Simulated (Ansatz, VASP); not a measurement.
# BiB: VASP beside Ansatz

Wanted: the spread between two codes on one cell, functional and k mesh. The cell is invented: As first built, before any earlier steps moved the atoms: it takes the YAl structure with all of its atoms replaced by other elements, volume scaled by an estimate. It may not be a known or stable phase. The cell comes out of the VASP series on this material, whose earlier steps may have relaxed, scaled or displaced it; both programs get it as it stands.

Main program and level: Ansatz 0.2.0; plane waves, with VASP 6.6.1 beside it; relaxation of cell and atoms at PBE.

## Step 1: Set-up

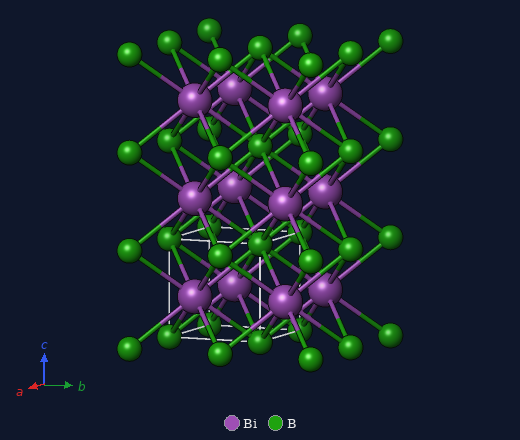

Start, viewed slightly off an axis; bismuth purple, boron green. 2×2×3 cells are drawn. Some periodic images of atoms are drawn too.

Structure file:

```xyz
2
Lattice="3.3573 0.0000 0.0000 0.0000 3.3573 0.0000 0.0000 0.0000 3.3573" Properties=species:S:1:pos:R:3 pbc="T T T"
Bi    1.6786    1.6786    1.6786
B     0.0000    0.0000    0.0000
```

## Step 2: VASP: relaxation of cell and atoms, PBE

The relaxed volume is the usual yardstick between codes: its relative difference is about their pressure difference at one cell divided by the bulk modulus.

Lines of VASP's logs that name or quote its potential files are left out, and so is its time.

INCAR reads:

```
SYSTEM = BiB
PREC = Accurate
ENCUT = 420
EDIFF = 1E-06
NELM = 100
ISMEAR = -1
SIGMA = 0.05
LREAL = .FALSE.
ALGO = Normal
GGA = PE
LORBIT = 11
LWAVE = .FALSE.
LCHARG = .FALSE.
KPAR = 4
IBRION = 2
NSW = 60
ISIF = 3
EDIFFG = -0.01
```

POSCAR reads:

```
BiB
1.0
    3.3572720241      0.0000000000      0.0000000000
    0.0000000000      3.3572720241      0.0000000000
    0.0000000000      0.0000000000      3.3572720241
Bi B
1 1
Direct
    0.5000000000      0.5000000000      0.5000000000
    0.0000000000      0.0000000000      0.0000000000
```

KPOINTS reads:

```
Automatic mesh
0
Gamma
7 7 7
0 0 0
```

PAW data sets: Bi_d and B (PBE family, release 64).

Command:

```bash
> mpirun -np 4 vasp_std
```

Numbers of over 12 decimals in the logs are rounded to 6 here.

The program printed:

```text
[banner, memory and clock lines left out]
running    4 mpi-ranks, on    1 nodes
 distrk:  each k-point on    1 cores,    4 groups
 distr:  one band on    1 cores,    1 groups

 POSCAR found type information on POSCAR BiB
 POSCAR found :  2 types and       2 ions
 LDA part: xc-table for (Slater+PW92), standard interpolation
 POSCAR, INCAR and KPOINTS ok, starting setup
 FFT: planning ... GRIDC
 FFT: planning ... GRID_SOFT
 FFT: planning ... GRID
 WAVECAR not read
 entering main loop
       N       E                     dE             d eps       ncg     rms          rms(c)
DAV:   1     0.112966417333E+03    0.11297E+03   -0.92478E+03   525   0.144E+03
DAV:   2    -0.848663720372E+00   -0.11382E+03   -0.11134E+03   565   0.344E+02
DAV:   3    -0.749024289721E+01   -0.66416E+01   -0.65594E+01   635   0.867E+01
DAV:   4    -0.765566177693E+01   -0.16542E+00   -0.16505E+00   611   0.141E+01
DAV:   5    -0.766020196730E+01   -0.45402E-02   -0.45400E-02   654   0.217E+00    0.198E+00
DAV:   6    -0.742995137326E+01    0.23025E+00   -0.71558E-01   685   0.649E+00    0.591E-01
DAV:   7    -0.743044117827E+01   -0.48981E-03   -0.60782E-02   558   0.146E+00    0.337E-01
DAV:   8    -0.742956926892E+01    0.87191E-03   -0.35449E-03   555   0.799E-01    0.523E-02
DAV:   9    -0.742943089340E+01    0.13838E-03   -0.48828E-04   641   0.219E-01    0.209E-02
DAV:  10    -0.742943257117E+01   -0.16778E-05   -0.85218E-05   605   0.944E-02    0.756E-03
DAV:  11    -0.742943205548E+01    0.51569E-06   -0.12476E-05   638   0.397E-02    0.276E-03
DAV:  12    -0.742943149533E+01    0.56015E-06   -0.10423E-06   321   0.859E-03
   1 F= -.74294315E+01 E0= -.74213270E+01  d E =-.742943E+01
 curvature:   0.00 expect dE= 0.000E+00 dE for cont linesearch  0.000E+00
 trial: gam= 0.00000 g(F)=  0.000E+00 g(S)=  0.147E-03 ort = 0.000E+00 (trialstep = 0.100E+01)
 search vector abs. value=  0.147E-03
 bond charge predicted
       N       E                     dE             d eps       ncg     rms          rms(c)
DAV:   1    -0.743138458229E+01   -0.19525E-02   -0.54497E-02   605   0.428E+00    0.227E-01
DAV:   2    -0.742977550138E+01    0.16091E-02   -0.31760E-03   635   0.106E+00    0.942E-02
DAV:   3    -0.742948559360E+01    0.28991E-03   -0.12335E-03   740   0.605E-01    0.906E-03
DAV:   4    -0.742948490147E+01    0.69213E-06   -0.17083E-05   545   0.397E-02    0.602E-03
DAV:   5    -0.742948373031E+01    0.11712E-05   -0.10256E-05   588   0.418E-02    0.292E-03
DAV:   6    -0.742948340947E+01    0.32083E-06   -0.62535E-07   275   0.154E-02
   2 F= -.74294834E+01 E0= -.74214769E+01  d E =-.519141E-04
 trial-energy change:   -0.000052  1 .order   -0.000050   -0.000147    0.000047
 step:   0.7576(harm=  0.7576)  dis= 0.00000  next Energy=    -7.429487 (dE=-0.555E-04)
 reached required accuracy - stopping structural energy minimisation
```

OUTCAR, selected parts (step 2):

```text
ion  position               nearest neighbor table
   1  0.500  0.500  0.500-   2 2.91   2 2.91   2 2.91   2 2.91   2 2.91   2 2.91   2 2.91   2 2.91

  LATTYP: Found a simple cubic cell.
 ALAT       =     3.3572720241

 Subroutine GETGRP returns: Found 48 space group operations
 (whereof 48 operations were pure point group operations)

The static configuration has the point symmetry O_h .

 Found     20 irreducible k-points:

   k-points           NKPTS =     20   k-points in BZ     NKDIM =     20   number of bands    NBANDS=     13

   dimension x,y,z NGX =    24 NGY =   24 NGZ =   24
   dimension x,y,z NGXF=    48 NGYF=   48 NGZF=   48

   ENCUT  =  420.0 eV  30.87 Ry    5.56 a.u.   5.61  5.61  5.61*2*pi/ulx,y,z

   NELECT =      18.0000    total number of electrons

 k-points in reciprocal lattice and weights: Automatic mesh
   0.00000000  0.00000000  0.00000000       0.003
   0.14285714  0.00000000  0.00000000       0.017
   0.28571429  0.00000000  0.00000000       0.017
   0.42857143  0.00000000  0.00000000       0.017
   0.14285714  0.14285714  0.00000000       0.035
   0.28571429  0.14285714  0.00000000       0.070
   0.42857143  0.14285714  0.00000000       0.070
   0.28571429  0.28571429  0.00000000       0.035
   0.42857143  0.28571429  0.00000000       0.070
[...]
0.42857143  0.42857143  0.28571429       0.070
   0.42857143  0.42857143  0.42857143       0.023

 average (electrostatic) potential at core
       1-103.2727       2 -26.0329

 E-fermi :   8.2270

 k-point     1 :       0.0000    0.0000    0.0000
  band No.  band energies     occupation
    ...
      6      -6.1163      2.00000
      7       5.3380      2.00000
      8       7.2448      2.00000
      9       7.2448      2.00000
     10       7.2448      2.00000
     11      13.6502      0.00000
     12      13.6502      0.00000
     13      15.6022      0.00000

 k-point     2 :       0.1429    0.0000    0.0000
  band No.  band energies     occupation
    ...
      6      -5.8630      2.00000
      7       3.9748      2.00000
      8       7.5314      2.00000
      9       7.5314      2.00000
     10       7.6513      1.99998
     11      13.8462      0.00000
     12      13.9539      0.00000
     13      15.0035      0.00000

 k-point     3 :       0.2857    0.0000    0.0000
  band No.  band energies     occupation
    ...
      3     -15.0684      2.00000
      4     -15.0684      2.00000
      5     -15.0242      2.00000
      6      -5.1386      2.00000
      7       1.6654      2.00000
      8       8.3337      0.21172
      9       8.3568      0.13876
     10       8.3568      0.13876
     11      12.4750      0.00000
     12      13.4788      0.00000
    ...

  Total       -0.0144020     -0.0144020     -0.0144020      0.0000000      0.0000000      0.0000000
  in kB       -0.6077978     -0.6077978     -0.6077978      0.0000000      0.0000000      0.0000000
  external PRESSURE =      -0.6077978 kB  Pullay stress =       0.0000000 kB

  energy-cutoff  :      420.00
  volume of cell :       37.96
      direct lattice vectors                 reciprocal lattice vectors
     3.360917028 -0.000000000  0.000000000     0.297537842  0.000000000  0.000000000
    -0.000000000  3.360917028  0.000000000     0.000000000  0.297537842  0.000000000
    -0.000000000 -0.000000000  3.360917028    -0.000000000 -0.000000000  0.297537842

 POSITION                                       TOTAL-FORCE (eV/Angst)
 -----------------------------------------------------------------------------------
      1.68046      1.68046      1.68046        -0.000000     -0.000000      0.000000
      0.00000      0.00000      0.00000         0.000000      0.000000      0.000000
 -----------------------------------------------------------------------------------
    total drift:                                0.000000     -0.000000     -0.000000

  FREE ENERGIE OF THE ION-ELECTRON SYSTEM (eV)
  ---------------------------------------------------
  free  energy   TOTEN  =        -7.4294834095 eV

  energy  without entropy=       -7.4134704188  energy(sigma->0) =       -7.42147691

 reached required accuracy - stopping structural energy minimisation

 total charge
# of ion       s       p       d       tot
------------------------------------------
    1        1.568   1.198   9.959  12.725
    2        0.825   0.647   0.000   1.472
--------------------------------------------------
tot          2.393   1.845   9.959  14.197

[... 3 further parts left out ...]
```

## Step 3: Ansatz: relaxation of cell and atoms, PBE

Ansatz runs on its default PAW (the set named soft_2) files.

The same cell, functional, mesh and smearing now go to Ansatz, which takes its cutoff from its data sets.

input.yaml reads:

```yaml
crystal:
  lattice:
    - [3.3572720241, 0.0, 0.0]
    - [0.0, 3.3572720241, 0.0]
    - [0.0, 0.0, 3.3572720241]
  atoms:
    - { symbol: Bi, position: [0.5, 0.5, 0.5] }
    - { symbol: B, position: [0.0, 0.0, 0.0] }
hamiltonian:
  xc: pbe
  pseudopotentials: { kind: paw }
kpoints:
  mp_grid: { grid: [7, 7, 7] }
scf:
  occupations: { method: fermi_dirac, width: 0.05 }
relax:
  f_tol: 0.01
  max_steps: 60
  cell: { stress_tol: 0.05 }
output:
  forces: true
  stress: true
  write_density: true
  write_potential: true
  elf: true
  volumetric_format: npy
```

Command:

```bash
> ansatz run input.yaml --threads 4 --pin off --max-ram 9216MiB --backend cpu --events-out ev --progress --plain --runs-dir out
```

The program printed:

```text
Engine: ansatz 0.2.0, aarch64-unknown-linux-gnu
Pseudopotentials: kind: paw
Pseudopotential: Bi, paw, valence charge 15, recommended cutoff 420 eV (normal), Bi.paw.azcp
Pseudopotential: B, paw, valence charge 3, recommended cutoff 420 eV (normal), B.paw.azcp
Functional definition: PBE
  parameter kappa = 0.804
  parameter beta = 0.066725
  exchange = pbe_x(kappa = kappa, mu = beta*pi^2/3)
  correlation = pbe_c(beta = beta)
Crystal: 2 atoms, lattice volume = 37.841 Å³
Basis set: ecut = 420 eV, 739 PW (Γ), exchange–correlation on 48×48×48 points (8 copies of the dense FFT grid, shifted against one another)
Bands: 13, of which v1, the nominal top of the filled ones, is band 9 counted from 1 (8 counted from 0)
Symmetry: 48 space group operations
Space group: Pm-3m (ITA 221), of the structure as read, at distance tolerance 3.4e-5 Å
k-points: 20 of 343
Non-local potential: Bi, projectors of the file, l = 0: 2, l = 1: 2, l = 2: 2, l = 3: 2
Non-local potential: B, projectors of the file, l = 0: 2, l = 1: 2, l = 2: 1
PAW form: soft (Blöchl's): semilocal exchange-correlation on the pseudo side does not see the compensation charge
PAW one-centre angular grid: Bi, 590 points (default); XC on 64 Gauss nodes
PAW one-centre angular grid: B, 110 points (default); XC on 64 Gauss nodes
Initial density: superposition of atomic densities (neutral atoms: chi_scale 0, normalization atom), corrected by the library's trained network
Initial wavefunctions: pseudopotential atomic-orbital guess
Functional: x = pbe(κ = 0.804, μ = 0.219515), c = pbe(β = 0.066725)
SCF iter   1: F=—  HF=-12549.303972 eV  |F-HF|=—  |Δ(HF+E_count)|=         —  Δρ=1.32e-3  dr2=5.38e-4  ethr=1.77e-3  ⟨swp⟩=5.2  Hψ=1318  notcnv=0
preconditioner: auto → none  [insulator: Δε(μ)=0.456 eV  Ē_g=18.715 eV  σ=0.050 eV  W_gap=0.64  n_scr=6 (ndim 8)  ℏωp=25.6 eV  f_vac=0.000  D(μ)=1.92/eV (n_scr^D=18)  ε∞_Penn≈2.9]
SCF iter   2: F=—  HF=-12549.303511 eV  |F-HF|=—  |Δ(HF+E_count)|=   4.61e-4  Δρ=7.18e-4  dr2=1.11e-4  ethr=2.99e-6  ⟨swp⟩=2.6  Hψ=640  notcnv=0
SCF iter   3: F=—  HF=-12549.303547 eV  |F-HF|=—  |Δ(HF+E_count)|=   3.59e-5  Δρ=2.84e-4  dr2=1.69e-5  ethr=6.17e-7  ⟨swp⟩=2.0  Hψ=441  notcnv=0
SCF iter   4: F=—  HF=-12549.303567 eV  |F-HF|=—  |Δ(HF+E_count)|=   2.01e-5  Δρ=4.54e-5  dr2=4.13e-7  ethr=9.38e-8  ⟨swp⟩=2.0  Hψ=342  notcnv=0
iter 5 did not close the SCF: its close was put off for the readings that it lacked (scf_convergence_deferred on its scf_iter line)
SCF iter   5: F=-12549.303567 eV  HF=-12549.303567 eV  |F-HF|=5.29e-10  |Δ(HF+E_count)|=   1.17e-7  Δρ=6.18e-6  dr2=5.38e-9  ethr=2.29e-9  ⟨swp⟩=2.0  Hψ=388  notcnv=0
SCF iter   6: F=-12549.303567 eV  HF=-12549.303567 eV  |F-HF|=9.09e-12  |Δ(HF+E_count)|=   4.40e-9  Δρ=3.41e-7  dr2=2.50e-11  ethr=2.99e-11  ⟨swp⟩=6.0  Hψ=1617  notcnv=0
SCF 1 converged in 6 iterations: F = -12549.303567 eV  dr2 = 2.50e-11
  greatest PAW one-centre occupation: 0.988 electrons in one spin orbital (limit 2), on the Bi atom at site 0 (counted from 0), in its partial waves of l = 2
relax step   1: F+E_penalty+E_count = -12549.30356699 eV  Δ(F+E_penalty+E_count) = +0.000e0 eV  max|allowed force component| = 5.276e-30 eV/Å  Δτ_max = 0.0000 Å  P = +0.170 GPa  Ω = 37.841 Å³  (6 SCF iters, dr2 threshold 1.00e-7 eV, accepted)
[...]
relax step   2: F+E_penalty+E_count = -12549.30338500 eV  Δ(F+E_penalty+E_count) = +1.820e-4 eV  max|allowed force component| = 1.159e-29 eV/Å  Δτ_max = 0.0000 Å  P = -0.260 GPa  Ω = 38.077 Å³  energy of the carried Pulay correction = -1.139e-4 eV  (6 SCF iters, rejected (line search))
[...]
relax step   3: F+E_penalty+E_count = -12549.30357092 eV  Δ(F+E_penalty+E_count) = -3.930e-6 eV  max|allowed force component| = 1.676e-29 eV/Å  Δτ_max = 0.0000 Å  P = -0.001 GPa  Ω = 37.934 Å³  energy of the carried Pulay correction = -4.488e-5 eV  (6 SCF iters, accepted)
[...]
relax step   4: F+E_penalty+E_count = -12549.30358509 eV  Δ(F+E_penalty+E_count) = -1.417e-5 eV  max|allowed force component| = 1.670e-29 eV/Å  Δτ_max = 0.0000 Å  P = -0.001 GPa  Ω = 37.934 Å³  stress off target by 5.10e-4 GPa  SCF on the basis re-selected at this cell (its energy is not comparable with the rows above)  (8 SCF iters)
basis re-selected at this cell: Δ(F+E_penalty+E_count) = -1.417e-5 eV, ΔP = +0.000 GPa vs the last step (what re-selecting the basis moved, of the pressure what is left beyond the Pulay correction that the steps carried, after the strain that the cell walked since its last selection, with what the two solves' SCF thresholds leave and, on support functions, any second-order correction that the steps lacked; it is no m [...]
SCF converged after 8 iterations
Free energy (F): -12549.303585 eV
Harris-Foulkes:  -12549.303585 eV  (|F-HF|=3.64e-12)
Internal energy: -12549.287451 eV  (E = F + TS)
E sigma→0 (E₀):  -12549.295518 eV
Entropy (-TS):   -0.016134 eV (-8.067 meV/atom)
Fermi energy:    11.985622 eV
--- Per-component energies (eV) ---
  E_band       = -63.994746
  E_kinetic    = 339.895497
  E_local      = -1418.643758  (includes V_loc(G=0)·N_el)
  E_nonlocal   = 575.975179
  E_hartree    = 453.361446
  E_xc         = -180.934223
  E_vxc        = -179.138566  (∫ρ·V_xc dr)
  E_paw        = -10741.627245  (= ΣΔE_a)
  E_vpaw       = -288.805572  (= ΣTr[D̂ρ^β])
  E_aug_tail   = -0.000418  (compensation charges beyond the density's cutoff)
  E_ewald      = -1577.313928
  E_smearing   = -0.016134  (= −TS)
  E_closure    = -0.000000  (closes the sum)
  Σ components = -12549.303585   (vs F -12549.303585, Δ=0.00e0)
--- Forces (eV/Å), atoms counted from 1 ---
  atom   1  Bi    -0.00000000    -0.00000000     0.00000000
  atom   2  B     -0.00000000     0.00000000     0.00000000
  max |Σ_I F_I| component: 3.39e-29 eV/Å
--- Stress (GPa, compression-positive) ---
       -0.000510       0.000000       0.000000
        0.000000      -0.000510       0.000000
        0.000000       0.000000      -0.000510
  P = ⅓ Tr σ = -0.0005 GPa (-0.005 kbar)
--- Band table (eV; the first three rows and the last of 20) ---
  k-point 0: bands = [... 5 lower, -2.3570, 9.1082, 10.9998, 10.9998, 10.9998, 17.4046, 17.4046, 19.3676]
  k-point 1: bands = [... 5 lower, -2.1032, 7.7377, 11.2865, 11.2865, 11.4123, 17.6005, 17.7139, 18.7679]
  k-point 2: bands = [... 5 lower, -1.3771, 5.4229, 12.0974, 12.1124, 12.1124, 16.2385, 17.2409, 17.2409]
  k-point 19: bands = [... 5 lower, 2.9337, 7.1766, 9.0418, 9.1106, 9.1106, 11.2604, 11.2604, 12.4449]
--- Relaxed structure (3 steps of the walk, 2 accepted, 1 SCFs on fresh bases) ---
  F+E_penalty+E_count = -12549.30358509 eV   max|allowed force component| = 1.670e-29 eV/Å   (the final SCF, on the basis selected at the relaxed cell)
  cell:  # Å, volume = 37.9337 Å³
    - [3.360018, 0, 0.0]
    - [0, 3.360018, 0]
    - [0.0, 0, 3.360018]
  atoms:
    - { symbol: Bi, position: [0.500000, 0.500000, 0.500000] }
    - { symbol: B, position: [0, 0, 0] }
```

Wall time 1.1 s (4 threads of Arm Neoverse V2, shared host); peak memory 0.3 GiB.

## Step 4: Comparison

Known differences besides the PAW data sets themselves: both relaxations stop at a tolerance, which leaves soft axes loose, and VASP keeps its plane-wave basis; VASP leaves aspherical gradient terms in its spheres out (LASPH is not set), Ansatz keeps them; Ansatz adds a Pulay correction to the stress that steers its cell, VASP none. Total energies have different zeros and are not compared.

Compared:

```
                                         quantity  Ansatz   VASP  difference
                                      volume (Å³)   37.93  37.96     -0.08 %
edge a after relaxation, in the typed setting (Å)   3.360  3.361     -0.03 %
```

The walks stopped with 0.00 GPa left in Ansatz and -0.06 GPa in VASP; each walk ends within a tolerance, so the volume difference is uncertain by about these residues over the bulk modulus, most in soft cells.

## Step 5: Outcome

```
difference in volume (relaxation of cell and atoms, PBE) : -0.080 %
```

In words: The difference in volume is -0.080 % (relaxation of cell and atoms, PBE), within the 1.2 % picked in this series as the mark of a large difference, as far as the stopping tolerances let one tell. Differences of this kind measure data sets and numerical settings, not the functional's error against experiment.

[Lines on the potential files, build, host, timing and source positions are cut from VASP's logs without a mark.]

[Logs are printed without paths, hosts, clocks, repeated set-up lines and the standing remarks that a program may print on its own settings, such as how far it seeks lower states.]

[Hosts, paths, dates, database ids (printed as entryN), source tags and the programs' standing remarks are cut or masked in the printed files.]
